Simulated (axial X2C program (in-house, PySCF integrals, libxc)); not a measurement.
**Relativistic diatomic calculation, with input and output: RuC⁺**

System: RuC⁺, single determinant with Ω = 5/2.
Method: PBE0, two-component X2C with atomic mean-field Coulomb and Gaunt terms, Ru dyall-cv3z, C dyall-v3z (cores contracted) (axial X2C program (in-house, PySCF integrals, libxc)).

## Results in brief

- outcome: converged
- bond length rₑ: 1.580 Å
- ωₑ: 1180 cm⁻¹
- energy at the minimum: −4565.98280 hartree
- depth below the fragments: 5.93 eV
- hardware: 1 thread of AMD EPYC (Zen 5), 64 GiB of memory available, shared host
- wall time: 4.4 s

## Input
```
{"zs": [44, 6], "q": 1, "bas": ["dyall-cv3z", "dyall-v3z"], "levels": ["PBE0", "HF", "BLYP"], "cc": true, "r0": 1.81, "thr": -2.0, "nmax": 90, "npts": 10, "nst": 2, "ntry": 6}
```

The line is the task of a batch: nuclear charges, charge, bases, the levels to run, a first guess of the distance and further settings. This report covers PBE0 with spin-orbit coupling. The log is that of the reference distance 1.584 Å, started from orbitals converged before.

The run was one of a batch that the task file lists, launched with:
```bash
python <driver script> task.json out
```

## Log
```
two-component X2C + atomic mean field  PBE0
basis functions 192  fitting functions 927  grid points 5071
iter        total energy     max residual
   1      -4565.982784559     5.22e-06
   2      -4565.982784561     5.72e-06
converged
one-electron -6453.75267141  Coulomb 1941.32269411  exact exchange -34.30326188  xc functional -105.20583195  nuclear repulsion 88.19620182  atomic mean-field constant -2.23991525
```

## The points of the curve

```csv
R (Å),E (hartree),"dipole (D; origin at the first atom, positive when the second is positive)",highest filled (eV),lowest empty (eV)
1.378,−4565.922940,−1.57,−14.27,−10.31
1.441,−4565.957781,−1.50,−14.19,−10.24
1.489,−4565.972927,−1.42,−14.14,−10.18
1.536,−4565.980732,−1.34,−14.08,−10.12
1.584,−4565.982785,−1.25,−14.01,−10.06
1.639,−4565.979595,−1.13,−13.93,−9.97
1.695,−4565.971956,−0.99,−13.84,−9.89
1.766,−4565.957845,−0.82,−13.71,−9.85
1.853,−4565.937549,−0.61,−13.54,−9.90
1.980,−4565.908453,−0.40,−13.38,−9.89
```

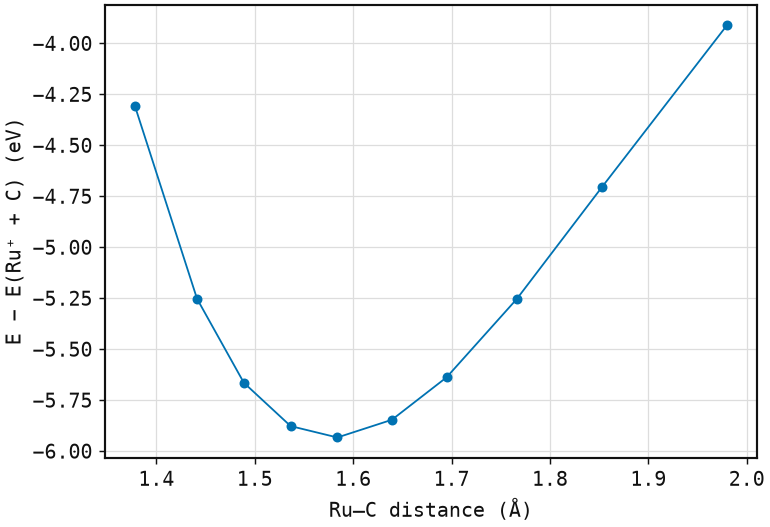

*Energy at 10 bond lengths, for one set of occupations held fixed; the line joins the points.*

A polynomial of degree 6 through 9 points gives rₑ = 1.580 Å, ωₑ = 1180 cm⁻¹, ωₑxₑ = 5.4 cm⁻¹ and Bₑ = 0.6290 cm⁻¹. The minimum lies 5.93 eV below Ru⁺ + C, each computed as one determinant at the same level.

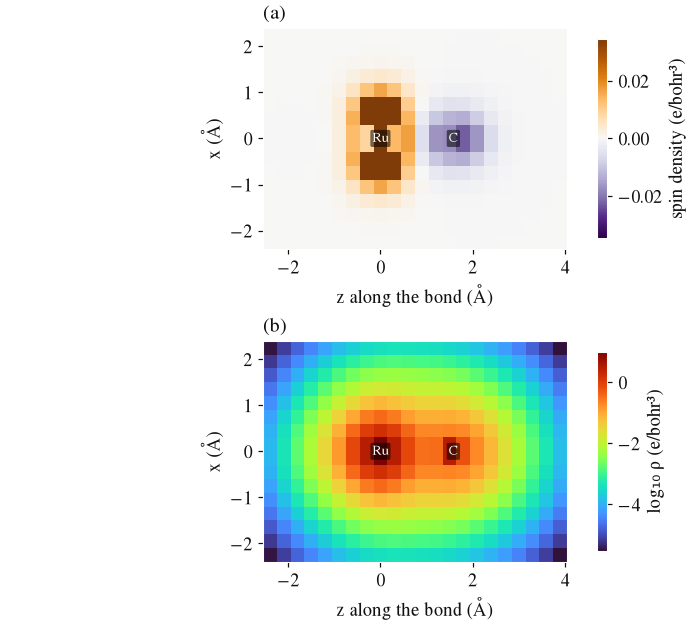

*(a) spin density; (b) electron density on a logarithmic scale, in a plane that holds the axis, at 1.58 Å, on points 0.3 Å apart (one half computed, the other mirrored); the structure near the nuclei is finer than these points.*

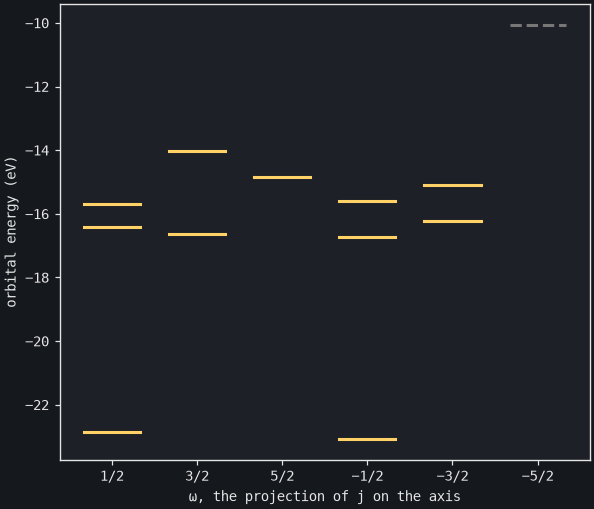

*Orbital energies near the frontier at 1.58 Å, filled (solid) and empty (dashed).*

The highest filled spinor (3/2; 99 % Ru d) lies at −14.01 eV, the lowest empty one (−5/2; 99 % Ru d) at −10.06 eV.
